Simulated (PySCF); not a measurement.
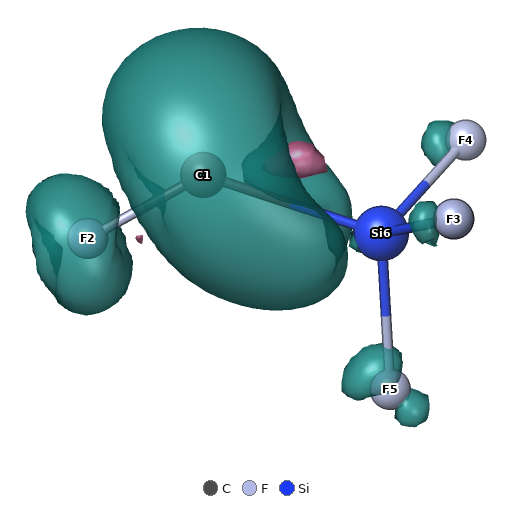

*CF4Si (SMILES F[C+]=[Si-](F)(F)F) (triplet). Isosurfaces of the spin density at +0.04 (teal) and −0.04 e/Å³ (pink), seen at a tilt.*

Geometry: B3LYP/6-31G*.

Method: Gaussian-basis quantum chemistry of an isolated molecule with PySCF, energy and nuclear gradient, functional PBE0 (PySCF).

```yaml
atoms:
  - { symbol: C, position_ang: [0.2865, -1.9677, -2.3824] }
  - { symbol: F, position_ang: [-0.5956, -1.8032, -3.3335] }
  - { symbol: F, position_ang: [1.0395, -0.8334, 0.0690] }
  - { symbol: F, position_ang: [0.5871, -3.3452, 0.0421] }
  - { symbol: F, position_ang: [-1.3974, -1.6895, -0.1298] }
  - { symbol: Si, position_ang: [0.1098, -1.9559, -0.5658] }
```

Q: Where is the unpaired spin?

A: The unpaired spin (2 electrons) lies mostly on C1 (about 1.5), F2 (about 0.2) and Si6 (about 0.2), in electrons by Hirshfeld's partition.
